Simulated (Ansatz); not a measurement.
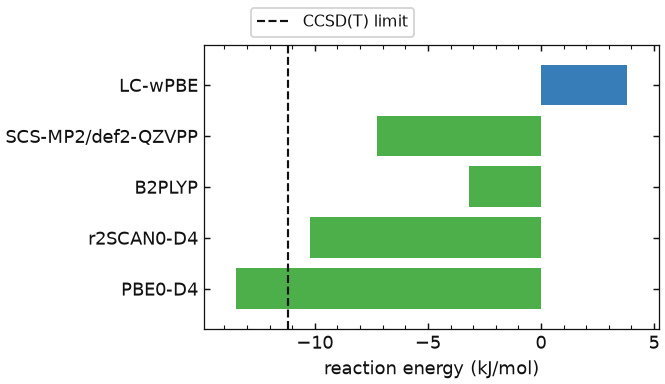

Electronic reaction energy of GeBrF ([F][Ge][Br]) [singlet] + HCl (Cl) → GeBrCl ([Cl][Ge][Br]) [singlet] + HF (F) (SMILES in brackets) at several levels (functionals in def2-TZVPP unless a basis is named), isolated molecules at PBE0-D4 triple-zeta geometries, minima by their frequencies, no zero-point or thermal terms, the Ansatz code 0.2.0. The line is frozen-core CCSD(T) at the basis limit (MP2 extrapolated from triple and quadruple zeta, plus CCSD(T) less MP2 in a smaller set). B2PLYP holds a correlation term that converges slowly with the basis, so part of the distance to the limit is basis error. No dispersion term is added to LC-wPBE and B2PLYP. The distance of SCS-MP2/def2-QZVPP to the limit includes basis error. The limit lies 5.0 kJ/mol from CCSD(T)/def2-TZVPP, so the line itself is uncertain by a part of that.

What do zero-point energy and temperature add?

Zero-point change 4.9 kJ/mol; at 298.15 K and 1 bar the CCSD(T) limit plus thermal terms gives an enthalpy of reaction of −5.5 and a free energy of −5.1 kJ/mol (harmonic PBE0-D4 modes, ideal gas).

Give the values.

```tsv
level	kJ/mol	less CCSD(T) limit
LC-wPBE	3.8	15.0
SCS-MP2/def2-QZVPP	−7.2	4.0
B2PLYP	−3.2	8.0
r2SCAN0-D4	−10.2	1.0
PBE0-D4	−13.5	−2.3
CCSD(T) limit	−11.2	0.0
```

Known limits of this run: no scalar relativity up to krypton; outer-core shells are correlated without core-valence functions, which makes the correlated values less sure.
